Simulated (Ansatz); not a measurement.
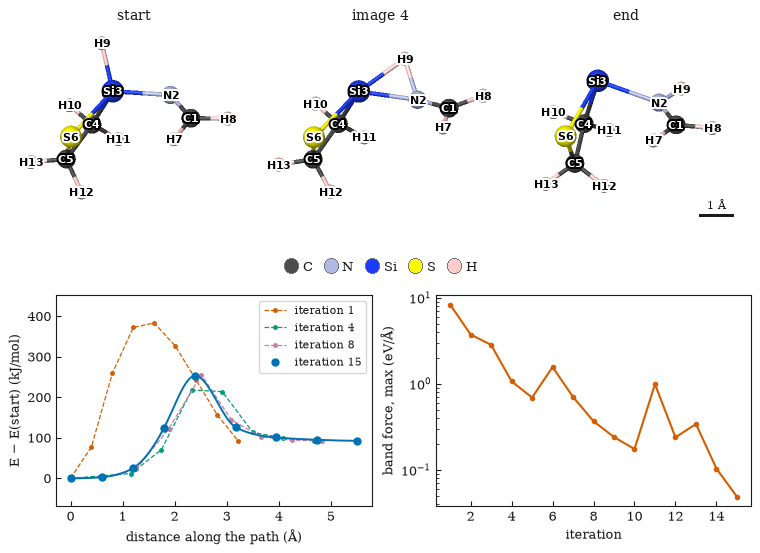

A nudged-elastic-band calculation for C₃H₇NSSi. Images are numbered from 0 (start) to 8 (end). The plot follows the band through its iterations. A ball-and-stick model, seen at a tilt.

Theory: RKS B3LYP-D4/def2-SVP in Ansatz 0.2.0. Settings: 7 movable images; climbing image; force threshold 0.05 eV/Å; iteration limit 44; starting path by straight interpolation.

Question: Judge this run.

Answer: The run is converged, with reservations. The band converged in 15 iterations. The largest component of the band force went from 8.3 to 0.049 eV/Å. The climbing image converged on the top of the path. Its curvatures weren't checked. The straight starting path can push atoms close together and costs iterations. The first iteration put the highest image at 383.5 kJ/mol. The energy climbs by 253.3 kJ/mol to image 4 and then falls by 160.5 kJ/mol, so the end point sits at +92.8 kJ/mol.

The run took 13 min on 2 threads of Arm Neoverse N1, with other jobs on the host, peak memory 0.33 GiB.
